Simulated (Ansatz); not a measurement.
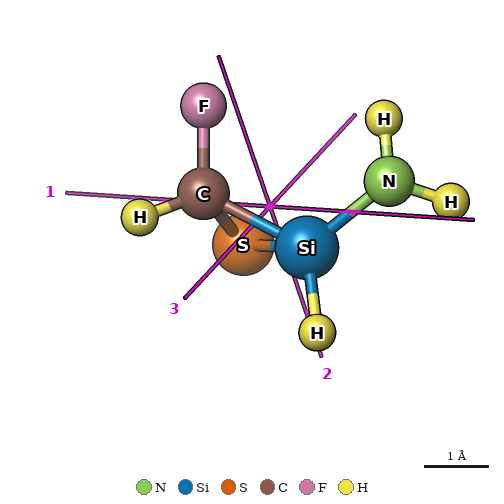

The three principal axes of inertia are drawn and numbered. Distant atoms are faded towards the background colour. The computed structure is the end point of a PBE-D4/def2-SVP optimisation. No frequency run is at hand to confirm it as a minimum. Masses are those of the most abundant isotopes; constants are for the rigid equilibrium geometry.

**Which line is the a axis (least moment of inertia), which b and which c?**

a is line 1, b is line 2, c is line 3; the moments are 127, 176, 255 u Å².

**What kind of rotor is it, and what are its rotational constants in GHz?**

An asymmetric top (C1): A = 3.97, B = 2.88, C = 1.98 GHz. Ray's parameter κ is −0.10, midway between the limits.
